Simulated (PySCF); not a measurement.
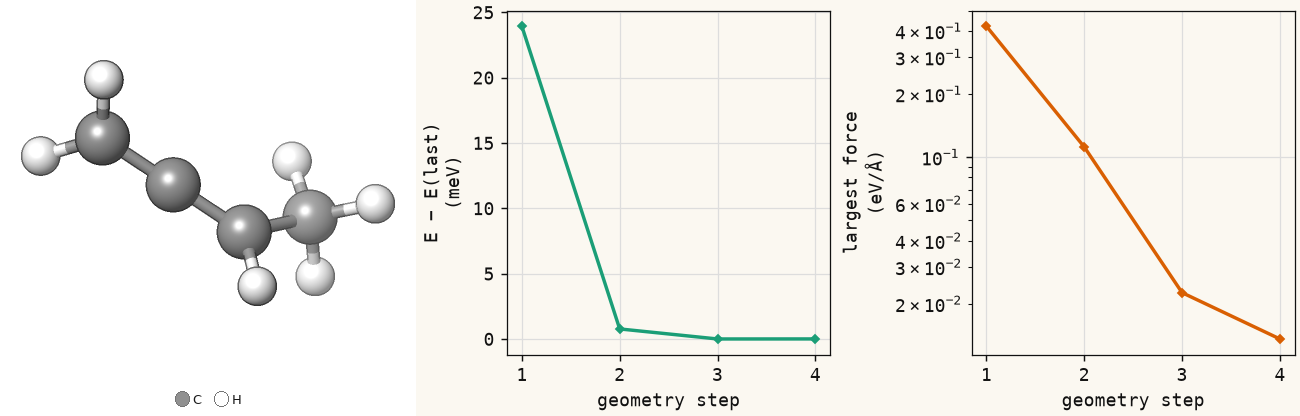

Beside the plot: the molecule at the start.

History of a geometry optimisation.

- system: 1,2-Butadiene (SMILES C=C=CC)
- method: PBE0-D3(BJ)/def2-SVP, geometry optimisation (PySCF)

Question: How did the optimisation end?

Answer: The optimisation met its thresholds at geometry 4, counting the start as the first. The energy fell by about 24 meV from the first step to the last. The largest force goes from about 0.42 eV/Å at the start to 0.014 eV/Å at the end.
